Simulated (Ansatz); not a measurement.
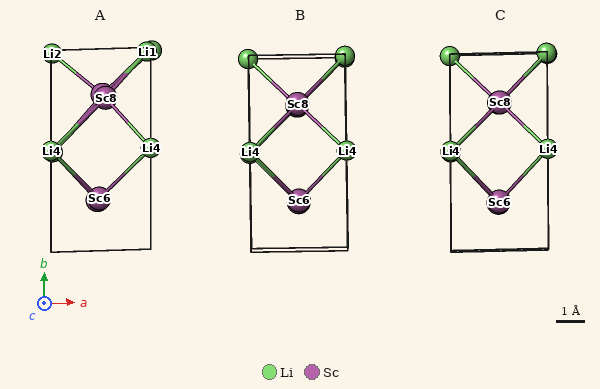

3 geometries from one relaxation of a crystal of LiSc (built on the caesium chloride_221 type) (coarse preliminary run), in shuffled order. The picture is a ball-and-stick view of the cell of the calculation, seen along the c axis.

Level of theory: Ansatz, DFT PBE, scalar-relativistic, plane waves, PAW. Settings: plane-wave cutoff 420 eV; k-point mesh 8 × 4 × 4; occupations gaussian; smearing width 0.1 eV; no spin polarisation; cell and atoms relaxed; force threshold 0.015 eV/Å; at most 120 steps.

Order the frames from highest to lowest energy.

Answer. A, C, B. They are steps 0, 1, 4, at +58.8 meV per atom, +5.4 meV per atom relative to the last. A Li atom moves most relative to the cell: 0.21 Å roughly along [3 2 1]. By element the largest moves are Li 0.21 Å, Sc 0.18 Å. Cell: a 3.600 → 3.482 Å (−3.3 %), b 7.282 → 6.966 Å (−4.3 %), c 7.089 → 6.963 Å (−1.8 %), α 92.1° → 90.0°, β 90.4° → 90.0°, γ 88.2° → 90.0°. Volume −9.0 %. Some distances before and after: Li–Sc 3.326 → 3.016 Å, Li–Sc 3.305 → 3.016 Å, Li–Sc 2.754 → 3.016 Å, Li–Sc 3.277 → 3.016 Å. The space group (tolerance 0.01 Å) goes from P1 (No. 1) to Pm-3m (No. 221). After 3 accepted moves (4 points after the start) the energy has fallen by 58.8 meV per atom. Largest force component: 0.62 eV/Å at the start, 0.00047 eV/Å at the end. The pressure goes from −2.47 to 0.00 GPa. The SCF was repeated once at an unchanged geometry on a basis and grid sized afresh for the cell, which shifted the energy by 0.2 meV per atom at most. The run took 98 s on 1 thread of Intel(R) Xeon(R) 6975P-C (Granite Rapids), on a shared host, peak memory 0.67 GiB.
